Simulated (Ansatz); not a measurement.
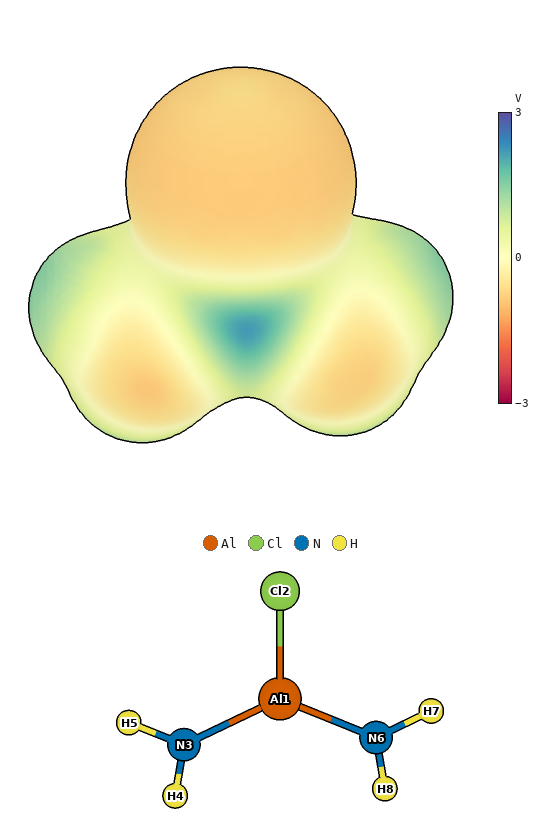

Figure. AlClH4N2. The molecular electrostatic potential painted on the density surface at 0.002 e/bohr³, seen at a tilt; the colour scale runs from red (negative) to blue (positive). The bare structure is drawn below in the same view.

All numbers below come from RKS PBE0-D4/def2-SVP in Ansatz.

Input

```
crystal:
  periodic: [false, false, false]
  atoms:
    - { symbol: Al, position_ang: [0.0, 0.0, 0.0] }
    - { symbol: Cl, position_ang: [0.0, 0.0, 2.23] }
    - { symbol: "N", position_ang: [1.6627, 0.0, -0.96] }
    - { symbol: H, position_ang: [2.1293, -0.9179, -1.2118] }
    - { symbol: H, position_ang: [2.1141, 0.9179, -1.2382] }
    - { symbol: "N", position_ang: [-1.6627, 0.0, -0.96] }
    - { symbol: H, position_ang: [-2.3316, -0.8164, -0.8614] }
    - { symbol: H, position_ang: [-1.9118, 0.8164, -1.5886] }
basis:
  gaussian: { orbitals: def2-SVP }
hamiltonian:
  xc: pbe0
  dispersion: d4
relax:
  f_tol: 0.02
  max_steps: 40
output:
  orbitals: {}
```

Run with:

```sh
ansatz run input.yaml --threads 1 --pin off --max-ram 2048MiB --backend cpu --events-out ev --progress --plain --runs-dir out
```

The fields are those of the run's last geometry, not of the input's.

Question: Which sites attract a positive test charge, and which a negative one?

Answer: A positive charge is drawn to the negative regions and a negative charge to the positive ones. The most negative region (about −0.9 V) lies over Cl2, N3 and N6, the most positive (about +2.1 V) over Al1.
